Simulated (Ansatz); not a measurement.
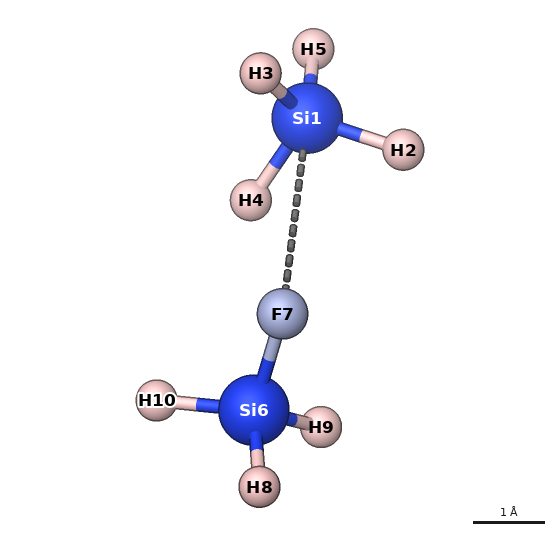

Two molecules or ions; the broken line marks their closest contact (measured against van der Waals radii). Geometry: a pair of rigid molecules at a changed separation. Program: Ansatz 0.2.0.

Question: Which two species are they?

Answer: SiH4 and FH3Si (`F[SiH3].[SiH4]`).

Question: How long is the contact?

Answer: Si1···F7 is 3.73 Å.

Give the counterpoise-corrected interaction energy (kJ/mol, monomers kept as in the pair) with RHF-CCSD(T) (frozen core)/def2-TZVPPD.

| level | interaction energy (kJ/mol) |
| --- | --- |
| RHF-CCSD(T) (frozen core)/def2-TZVPPD | −3.9 |
